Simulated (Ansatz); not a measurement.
A series of calculations on C₂H₇B

Part 1: Relaxation

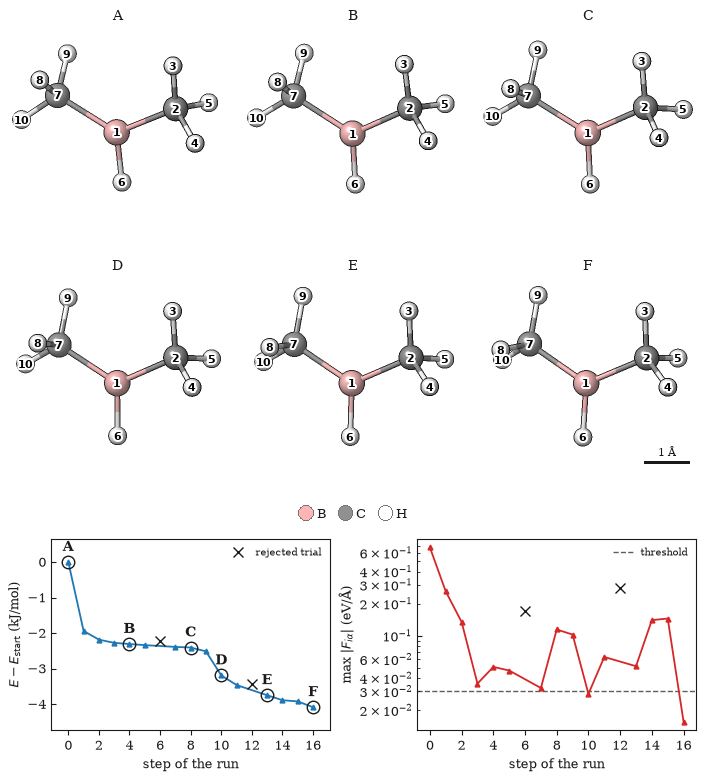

Frames of a relaxation of C₂H₇B, marked on the history of the run. The picture is a ball-and-stick view, seen at a tilt.

The run prepares an end point of a later path (reaction) calculation, from a guessed geometry.

These are results of Ansatz, RKS PBE0/def2-SVP, not measurements. Set-up: no spin polarisation; force threshold 0.03 eV/Å; at most 50 steps.

Describe the path.

Answer. The largest move after the best rigid fit is that of H8, 0.50 Å. Largest moves by element: H 0.50 Å, B 0.08 Å, C 0.07 Å. Near-neighbour distances that change, for instance: B1–H6 1.199 → 1.218 Å, B1–C2 1.579 → 1.564 Å, C7–H9 1.106 → 1.101 Å. Among the angles between lasting bonds that change: B1–C7–H8 110.7° → 104.3°, B1–C7–H9 109.8° → 115.2°, C2–B1–H6 112.9° → 117.8°. Groups turn about B1–C7 by about 40°. Over 14 accepted moves (16 points after the start) the energy falls by 4.09 kJ/mol. The largest force component goes from 0.67 to 0.016 eV/Å. The line search rejected the trial steps at points 6, 12 of the run. The forces were under the threshold at step 10, but the run went on from there. Cost: 20 s on 1 thread of Intel(R) Xeon(R) 6975P-C (Granite Rapids), on a shared host, peak memory 0.17 GiB. From step 0 to 4: H3 moves most (0.12 Å), energy −2.31 kJ/mol. From step 4 to 8: H3 moves most (0.16 Å), energy −0.10 kJ/mol. From step 8 to 10: H6 moves most (0.15 Å), energy −0.79 kJ/mol. From step 10 to 13: H8 moves most (0.13 Å), energy −0.56 kJ/mol. From step 13 to 16: H atoms move most (0.13 Å), energy −0.34 kJ/mol.

```tsv
step	E − E(0), kJ/mol	largest force component, eV/Å	note
0	0.00	0.6728	
1	-1.94	0.2600	
2	-2.19	0.1345	
3	-2.28	0.0355	
4	-2.31	0.0510	
5	-2.34	0.0472	
6	-2.21	0.1715	rejected
7	-2.39	0.0323	
8	-2.41	0.1144	
9	-2.52	0.1025	
10	-3.19	0.0285	
11	-3.46	0.0632	
12	-3.44	0.2791	rejected
13	-3.75	0.0517	
14	-3.89	0.1400	
15	-3.92	0.1450	
16	-4.09	0.0156
```

Part 2: Relaxation

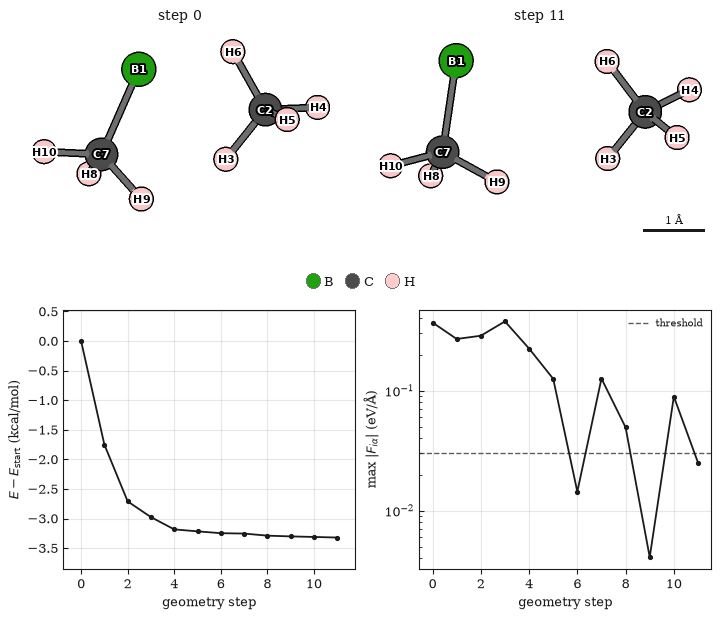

First and last geometry of a relaxation of C2H7B, with the history of the run. Style: ball-and-stick. Shown at a tilt.

The run prepares an end point of a later path (reaction) calculation, from a guessed geometry.

All numbers below come from RKS PBE0/def2-SVP in Ansatz 0.2.0. (no spin polarisation; force threshold 0.03 eV/Å; at most 50 steps)

Question: Read the history and describe the run.

Answer: It converged. Over 11 geometry steps the energy falls by 3.32 kcal/mol. The largest force component goes from 0.37 to 0.025 eV/Å. The forces were under the threshold at step 6, but the run went on from there. B1 moves most after the best rigid fit: 0.72 Å. By element the largest moves are B 0.72 Å, H 0.66 Å, C 0.36 Å. Among the contacts that change: B1–C7 1.547 → 1.537 Å, C2–H4 1.105 → 1.099 Å, C7–H10 1.109 → 1.105 Å. Among the angles between lasting bonds that change: B1–C7–H10 106.0° → 110.1°, B1–C7–H8 113.6° → 109.5°.

Limits of the set-up: the start holds two separate molecules, 2.4 Å apart at their closest, whose relative position is a soft coordinate and is computed without a dispersion correction.

Part 3: Path

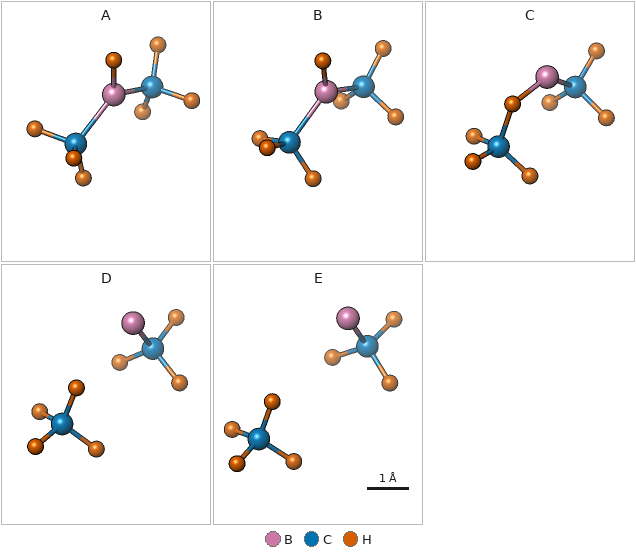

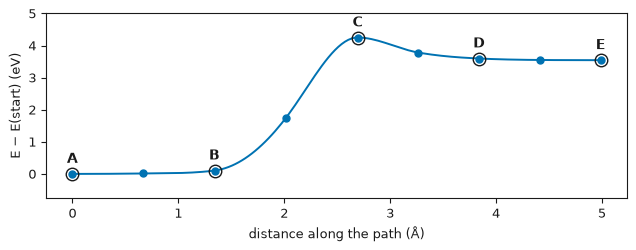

A nudged-elastic-band calculation for C2H7B. Images are numbered from 0 (start) to 8 (end). Frames A to E are images 0, 2, 4, 6, 8. A ball-and-stick model, seen from a free direction.

All numbers below come from Ansatz 0.2.0, RKS PBE0/def2-SVP. Settings: 7 movable images; climbing image; force threshold 0.05 eV/Å; iteration limit 60; starting path through a guess of the saddle point.

Describe the mechanism and the energy profile.

Forward barrier 4.25 eV, backward barrier 0.71 eV, with image 4 at the top; the reaction energy is +3.55 eV. Breaking: B–C (1.56 → 3.76 Å), B–H (1.22 → 2.95 Å). Forming: C–H (2.39 → 1.10 Å). The band converged in 16 iterations. The largest component of the band force went from 6 to 0.033 eV/Å. The climbing image converged on the top of the path. Its vibrational analysis gives one imaginary mode (1017i cm⁻¹), as a transition state must have.

Cost: 2.2 min on 1 thread of Intel(R) Xeon(R) 6975P-C (Granite Rapids) (shared host), peak memory 0.17 GiB.
